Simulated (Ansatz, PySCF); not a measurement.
Bond stretch in BeH, doublet.

- UHF/def2-SVP (Ansatz, a quantum-chemistry and plane-wave program)
- UHF/LANL2DZ = unrestricted Hartree-Fock/LANL2DZ in PySCF 2.14.0
- UCCSD(T) = CCSD(T) on UHF/def2-SVP, frozen core (Ansatz)
- UKS-PBE = unrestricted PBE/def2-SVP (Ansatz)

Energies are in kJ/mol, each relative to the lowest point of its own curve near equilibrium.

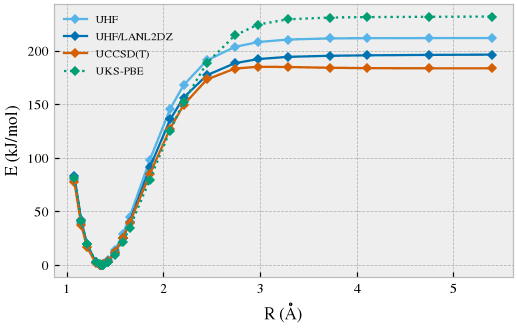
Figure. Energy against bond length for each method.

```
R / Å    UHF  UHF/LANL2DZ  UCCSD(T)  UKS-PBE
-----  -----  -----------  --------  -------
1.08    79.5         82.8      77.2     81.3
1.15    38.7         41.8      37.6     41.1
1.21    17.1         19.5      16.7     19.4
1.30     1.8          2.8       1.9      3.0
1.34     0.0          0.3       0.0      0.4
1.36     0.1          0.0       0.0      0.0
1.38     0.7          0.2       0.5      0.1
1.43     4.3          3.0       3.6      2.3
1.50    13.6         11.2      11.8      9.3
1.58    28.6         25.0      25.1     21.3
1.65    44.4         39.9      38.8     34.3
1.86    98.0         91.0      84.8     79.5
2.07   145.6        135.7     127.3    125.3
2.21   167.9        156.2     149.4    152.4
2.45   190.8        177.0     173.0    188.4
2.74   203.4        188.2     183.2    214.1
2.98   207.9        192.1     184.9    224.3
3.29   210.3        194.1     184.6    229.2
3.72   211.3        195.1     183.9    230.8
4.11   211.6        195.5     183.6    231.2
4.75   211.6        196.0     183.4    231.5
5.40   211.7        196.2     183.4    231.8
```

At the longest distance, 5.40 Å, UKS-PBE lies highest above its minimum (231.8 kJ/mol) and UCCSD(T) lowest (183.4 kJ/mol).

The unrestricted determinant behind UHF, UHF/LANL2DZ, UCCSD(T) is spin-contaminated at 2.07 to 5.40 Å (<S²> up to 1.0, against 0.75 for a pure doublet).
